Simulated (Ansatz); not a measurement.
**SiH3Br (SMILES [SiH3]Br) at HF/STO-3G**

What is the electronic atomisation energy of SiH3Br at HF/STO-3G? 

The results are computed with Ansatz 0.2.0.

54 further runs of the same task are left out: 1 that didn't finish, 53 set aside as unsound or not needed.

### Step 1. The structure to begin with

SiH3Br: 5 atoms, total charge 0, spin state singlet. SMILES: `[SiH3]Br`. Geometry: relaxed at PBE0-D4/def2-TZVP.

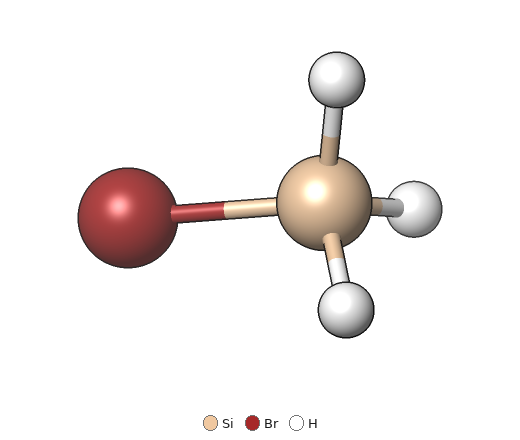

Viewed from a chosen angle; silicon light orange, bromine red, hydrogen white.

### Step 2. A single-point energy at HF/STO-3G

run.yaml reads:

```yaml
crystal:
  periodic: [false, false, false]
  atoms:
    - symbol: Si
      position_ang: [-0.147420, 0.056100, -0.043220]
    - symbol: Br
      position_ang: [1.853020, -0.705130, 0.543250]
    - symbol: H
      position_ang: [-1.064550, -0.105170, 1.107850]
    - symbol: H
      position_ang: [-0.625550, -0.731350, -1.202270]
    - symbol: H
      position_ang: [-0.015510, 1.485560, -0.405610]
basis:
  gaussian: {orbitals: STO-3G}
hamiltonian: {xc: hf}
accuracy: high
output: {orbitals: {seedname: orbitals}}
```

Run with:

```bash
$ ansatz run run.yaml --threads 1 --pin off --max-ram 3480MiB --events-out events.jsonl --progress --plain --runs-dir runs
```

The program printed:

```text
Warning: RAYON_NUM_THREADS=1 ignored (pool sized by the plan → 1); use --threads N
Functional definition: HF
  name "HF"
  exchange = exact_x
  correlation = 0
441 factors; integrals over basis functions are off by at most 9.1e-9 eV
mean field evaluation 1: about -77063.0843 eV, gradient 1.3e1 eV
mean field evaluation 2: about -77063.1024 eV, gradient 1.3e1 eV
mean field evaluation 4: about -77064.0508 eV, gradient 5.4e-1 eV
mean field evaluation 8: about -77064.0525 eV, gradient 1.3e-6 eV
mean field -77064.05251989 eV, -2832.0516942151 hartree, gradient 3.4e-8 eV, S^2 0.000000; 0 other end points of the search recorded, 0 dependent functions left out
reference -77064.05251989 eV, -2832.0516942151 hartree; 26, 26 occupied and 4, 4 virtual orbitals, 441 factors
Total energy: -77064.05251989 eV, -2832.0516942151 hartree
```

Run time: 0.18 s. Hardware: 1 thread of Arm Neoverse V2, shared host.

### Step 3. The Br atom, same level

input.yaml reads:

```yaml
crystal:
  periodic: [false, false, false]
  atoms:
    - {symbol: Br, position_ang: [0.000000, 0.000000, 0.000000]}
basis:
  gaussian:
    orbitals: STO-3G
accuracy: high
hamiltonian:
  xc: hf
magnetization:
  spin_polarized: true
  initial_magnetization: 1
```

Run the same way, it converges to -2544.63678 Eh (log not shown).

### Step 4. The H atom

run.yaml reads:

```yaml
crystal:
  periodic: [false, false, false]
  atoms:
    - {symbol: H, position_ang: [0.000000, 0.000000, 0.000000]}
basis:
  gaussian:
    orbitals: STO-3G
accuracy: high
magnetization:
  spin_polarized: true
  initial_magnetization: 1
hamiltonian:
  xc: hf
```

Run the same way, it converges to -0.46658 Eh (log not shown).

### Step 5. The Si atom at the same level

in.yaml reads:

```yaml
crystal:
  periodic: [false, false, false]
  atoms:
    - symbol: Si
      position_ang: [0.000000, 0.000000, 0.000000]
basis:
  gaussian:
    orbitals: STO-3G
hamiltonian:
  xc: hf
magnetization:
  spin_polarized: true
  initial_magnetization: 2
accuracy: high
```

Run the same way, it converges to -285.46622 Eh (log not shown).

### Step 6. Results

At HF/STO-3G:

```
                     quantity           value
       molecule: total energy  -2832.05169 Eh
        molecule: HOMO energy        -8.30 eV
        molecule: LUMO energy         9.33 eV
      molecule: HOMO–LUMO gap        17.63 eV
        Br atom: total energy  -2544.63678 Eh
                Br atom: ⟨S²⟩           0.750
         H atom: total energy     -0.46658 Eh
                 H atom: ⟨S²⟩           0.750
        Si atom: total energy   -285.46622 Eh
                Si atom: ⟨S²⟩           2.000
electronic atomisation energy       14.938 eV
```

Taking the molecule apart into free atoms costs 14.94 eV (344 kcal/mol), before zero-point energy and without spin-orbit coupling. Hartree–Fock lacks the correlation of the bonding pairs, which as a rule makes this value much too low; in minimal bases other errors can mask that. In a minimal basis such a difference can be off by several eV, whatever the method.
